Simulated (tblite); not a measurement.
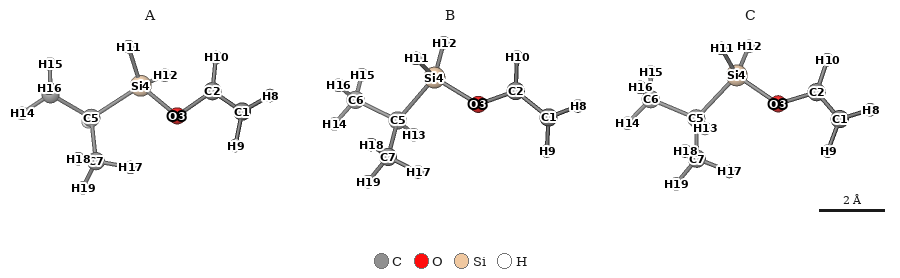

3 geometries from one relaxation of C$_{5}$H$_{12}$OSi, in shuffled order. A ball-and-stick model, seen at a tilt.

Method: tblite, GFN2-xTB geometry optimisation, gas phase. 

Question: Order the frames from highest to lowest energy.

Answer: A, C, B. They are steps 0, 102, 209, at +0.809 eV, +0.036 eV relative to the last. After 209 geometry steps the energy has fallen by 0.809 eV. The atom that moves furthest after the best rigid fit is H12 (1.44 Å). Largest moves by element: H 1.44 Å, C 0.74 Å, Si 0.61 Å, O 0.38 Å. Near-neighbour distances that change, for instance: O3–Si4 1.771 → 1.628 Å, C2–O3 1.402 → 1.347 Å, C1–C2 1.357 → 1.321 Å, C7–H19 1.118 → 1.090 Å. Bond angles that change, for instance: C2–O3–Si4 112.8° → 130.4°, O3–Si4–C5 111.5° → 103.3°, O3–C2–H10 121.8° → 115.6°. Groups turn about Si4–C5 by about 60°, C5–C7 by about 35°.
